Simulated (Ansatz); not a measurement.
The reference is CdSe in the wurtzite structure (space group P6_3mc, No. 186; a = 4.383 Å, c = 7.154 Å).

Modification: cell and atoms relaxed at a pressure of 5 GPa.

All numbers come from DFT with PBE, PAW potentials and a 420 eV plane-wave cutoff in Ansatz (an electronic-structure program), without spin-orbit coupling.

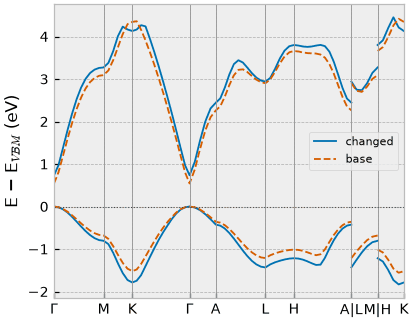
Figure. Highest valence and lowest conduction band along the path, each from its own valence-band maximum

The gap is 0.74 eV, direct at Γ; the base has 0.54 eV.

Load acts through the strain it causes; cell and atoms are relaxed under it. No phonon test of stability was made. Measured, CdSe leaves this structure (for rock salt) near 2.72 GPa (temperature not stated; as listed in Datta, Sujoy, Jana, Debnarayan, arXiv (2020)), on rising pressure, with hysteresis.
